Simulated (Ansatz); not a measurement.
# UBLYP/6-311+G(d,p) run of CH3F2Si (SMILES C[Si](F)F)

Aim: the electronic atomisation energy of CH3F2Si at UBLYP/6-311+G**, from 5 runs. 

The results are computed with Ansatz 0.2.0.

34 further runs of the same task are left out: 34 set aside as unsound or not needed.

**1. The structure to begin with**

CH3F2Si: 7 atoms, total charge 0, spin state doublet. As SMILES, `C[Si](F)F`. Geometry: relaxed at PBE0-D4/def2-TZVP.

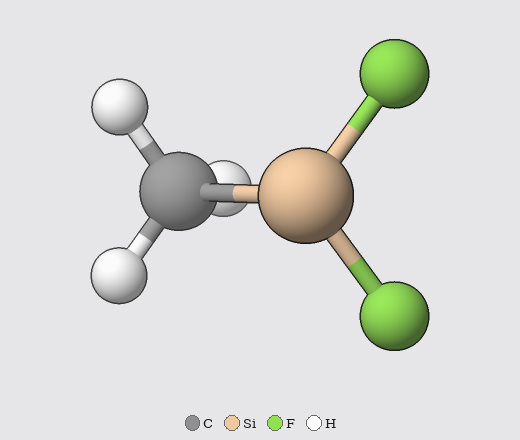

The structure, seen from a chosen angle (carbon grey, silicon light orange, fluorine green, hydrogen white).

**2. A single-point energy at UBLYP/6-311+G(d,p)**

File run.yaml:

```yaml
crystal:
  periodic: [false, false, false]
  atoms:
    - {symbol: C, position_ang: [-0.274200, 0.729000, -0.218000]}
    - {symbol: Si, position_ang: [0.785100, -0.790400, -0.045500]}
    - {symbol: F, position_ang: [1.077400, -1.037600, 1.505800]}
    - {symbol: F, position_ang: [-0.050900, -2.056800, -0.546000]}
    - {symbol: H, position_ang: [-0.539200, 0.893800, -1.263500]}
    - {symbol: H, position_ang: [0.252700, 1.607700, 0.157300]}
    - {symbol: H, position_ang: [-1.189800, 0.586300, 0.364200]}
basis:
  gaussian:
    orbitals: 6-311+G_st__st_-spherical.json
output: {orbitals: {seedname: orbitals}}
magnetization:
  spin_polarized: true
  initial_magnetization: 1
hamiltonian:
  xc: {name: BLYP}
accuracy: high
```

The basis set 6-311+G** is read from a file made from the Basis Set Exchange's data (not shown).

Command:

```
ansatz run run.yaml --threads 1 --pin off --max-ram 3480MiB --events-out events.jsonl --progress --plain --runs-dir runs
```

What it wrote:

```text
Warning: RAYON_NUM_THREADS=1 ignored (pool sized by the plan → 1); use --threads N
Functional definition: BLYP
  name "BLYP"
  parameter beta = 0.0042
  parameter a = 0.04918
  parameter b = 0.132
  parameter c = 0.2533
  parameter d = 0.349
  exchange = b88_x(beta = beta)
  correlation = lyp_c(a = a, b = b, c = c, d = d)
2125 factors; integrals over basis functions are off by at most 5.8e-9 eV
mean field evaluation 1: about -14387.6566 eV, gradient 5.9e1 eV
mean field evaluation 2: about -14359.3114 eV, gradient 9.8e1 eV
mean field evaluation 4: about -14400.3448 eV, gradient 1.0e1 eV
mean field evaluation 8: about -14400.7667 eV, gradient 5.8e-2 eV
mean field evaluation 16: about -14400.7667 eV, gradient 3.1e-5 eV
mean field -14400.76673176 eV, -529.2184162019 hartree, gradient 9.2e-8 eV, S^2 0.751084; 0 other end points of the search recorded, 0 dependent functions left out
reference -14400.76678874 eV, -529.2184182959 hartree; 21, 20 occupied and 93, 94 virtual orbitals, 2125 factors
Total energy: -14400.76678874 eV, -529.2184182959 hartree
```

Wall time 11 s (1 thread of Arm Neoverse V2, shared host); peak memory 0.35 GiB.

**3. The C atom, same level**

File in.yaml:

```yaml
crystal:
  periodic: [false, false, false]
  atoms:
    - {symbol: C, position_ang: [0.000000, 0.000000, 0.000000]}
basis:
  gaussian:
    orbitals: 6-311+G_st__st_.json
magnetization:
  spin_polarized: true
  initial_magnetization: 2
hamiltonian:
  xc: {name: BLYP}
accuracy: high
```

The basis set 6-311+G** is read from a file made from the Basis Set Exchange's data (not shown).

Run the same way, it converges to -37.84447 Eh (log not shown).

**4. The F atom at the same level**

File input.yaml:

```yaml
basis:
  gaussian:
    orbitals: 6-311+G_st__st_.json
crystal:
  periodic: [false, false, false]
  atoms:
    - {symbol: F, position_ang: [0.000000, 0.000000, 0.000000]}
accuracy: high
magnetization:
  spin_polarized: true
  initial_magnetization: 1
hamiltonian:
  xc: {name: BLYP}
```

The basis set 6-311+G** is read from a file made from the Basis Set Exchange's data (not shown).

Run the same way, it converges to -99.75204 Eh (log not shown).

**5. The H atom**

File run.yaml:

```yaml
crystal:
  periodic: [false, false, false]
  atoms:
    - symbol: H
      position_ang: [0.000000, 0.000000, 0.000000]
basis:
  gaussian:
    orbitals: 6-311+G_st__st_.json
magnetization:
  spin_polarized: true
  initial_magnetization: 1
hamiltonian:
  xc: {name: BLYP}
accuracy: high
```

The basis set 6-311+G** is read from a file made from the Basis Set Exchange's data (not shown).

Command:

```
ansatz run run.yaml --threads 1 --pin off --max-ram 3480MiB --events-out events.jsonl --progress --plain --runs-dir runs
```

What it wrote (excerpt; [...] marks lines left out):

```text
Warning: RAYON_NUM_THREADS=1 ignored (pool sized by the plan → 1); use --threads N
[... 9 set-up lines as earlier in the session ...]
21 factors; integrals over basis functions are off by at most 2.5e-9 eV
mean field evaluation 1: about -13.5346 eV, gradient 6.6e-1 eV
mean field evaluation 2: about -13.5396 eV, gradient 9.7e-2 eV
mean field evaluation 4: about -13.5391 eV, gradient 2.3e-3 eV
mean field evaluation 8: about -13.5391 eV, gradient 8.2e-7 eV
mean field -13.53912694 eV, -0.4975537381 hartree, gradient 3.5e-9 eV, S^2 0.750000; 0 other end points of the search recorded, 0 dependent functions left out
reference -13.53915715 eV, -0.4975548482 hartree; 1, 0 occupied and 5, 6 virtual orbitals, 21 factors
Total energy: -13.53915715 eV, -0.4975548482 hartree
```

It took 0.1 s on 1 thread of Arm Neoverse V2, shared host.

**6. The Si atom**

File job.yaml:

```yaml
crystal:
  periodic: [false, false, false]
  atoms:
    - {symbol: Si, position_ang: [0.000000, 0.000000, 0.000000]}
basis:
  gaussian: {orbitals: 6-311+G_st__st_-spherical.json}
hamiltonian: {xc: {name: BLYP}}
magnetization: {spin_polarized: true, initial_magnetization: 2}
accuracy: high
```

The basis set 6-311+G** is read from a file made from the Basis Set Exchange's data (not shown).

Run the same way, it converges to -289.38034 Eh (log not shown).

**7. Outcome**

Level: UBLYP/6-311+G**.

| quantity | value |
| --- | --- |
| molecule: total energy | -529.21842 Eh |
| molecule: HOMO energy (highest over α and β) | -5.24 eV |
| molecule: LUMO energy (lowest over α and β) | -3.70 eV |
| molecule: ⟨S²⟩ | 0.751 |
| C atom: total energy | -37.84447 Eh |
| C atom: ⟨S²⟩ | 2.003 |
| F atom: total energy | -99.75204 Eh |
| F atom: ⟨S²⟩ | 0.751 |
| H atom: total energy | -0.49755 Eh |
| H atom: ⟨S²⟩ | 0.750 |
| Si atom: total energy | -289.38034 Eh |
| Si atom: ⟨S²⟩ | 2.002 |
| electronic atomisation energy | 27.126 eV |

Taking the molecule apart into free atoms costs 27.13 eV (626 kcal/mol), before zero-point energy and without spin-orbit coupling.
